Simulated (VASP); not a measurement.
Band structure of Mo (bcc). These are vdW-DF-cx, VASP's PBE PAW potentials (set 64) (plane waves; VASP 6.6.1) values and carry that method's errors.

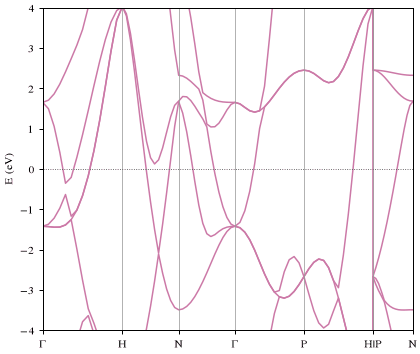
Figure: Bands along high-symmetry lines, zero at the valence-band maximum or, without a gap, the Fermi level

Problem. Read the plot: is there a gap, and where are the band edges?

Solution. It has no gap at this level: it comes out as a metal or semimetal. (Edges off the drawn lines would not show.)

The compound is Mo in the bcc structure. It was relaxed first.
